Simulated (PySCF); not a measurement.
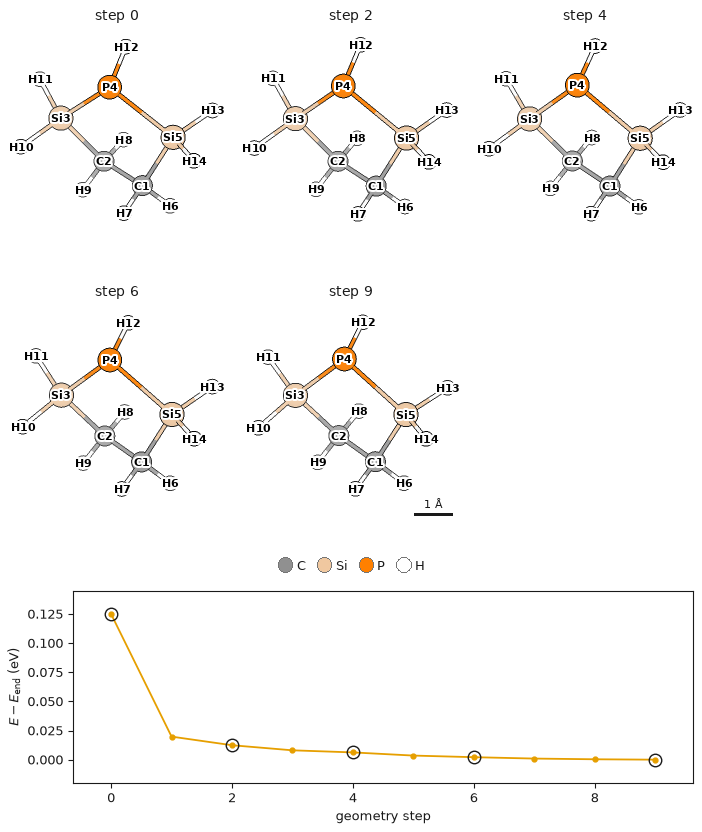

Frames of a relaxation of C2H9PSi2, marked on the history of the run. A ball-and-stick model, seen at a tilt.

The start comes from GFN2-xTB.

The calculation used PySCF, PBE0-D3(BJ)/def2-SVP geometry optimisation, gas phase. 

Q: Describe the path.

A: After 9 geometry steps the energy has fallen by 0.125 eV. The largest move after the best rigid fit is that of H12, 0.23 Å. Largest moves by element: H 0.23 Å, P 0.12 Å, C 0.06 Å, Si 0.05 Å. Some distances before and after: P4–H12 1.380 → 1.430 Å, P4–Si5 2.245 → 2.284 Å, Si3–H11 1.464 → 1.495 Å, Si3–H10 1.467 → 1.496 Å. Bond angles that change, for instance: Si3–P4–Si5 92.3° → 88.9°, P4–Si5–H13 112.0° → 109.3°, Si3–P4–H12 95.7° → 92.9°. From step 0 to 2: H12 moves most (0.06 Å), energy −0.113 eV. From step 2 to 4: H12 moves most (0.07 Å), energy −0.006 eV. From step 4 to 6: H12 moves most (0.09 Å), energy −0.004 eV. From step 6 to 9: H10 moves most (0.07 Å), energy −0.002 eV.

```csv
step,"E − E(0), eV"
0,0.0000
1,-0.1051
2,-0.1125
3,-0.1169
4,-0.1187
5,-0.1214
6,-0.1228
7,-0.1240
8,-0.1246
9,-0.1249
```
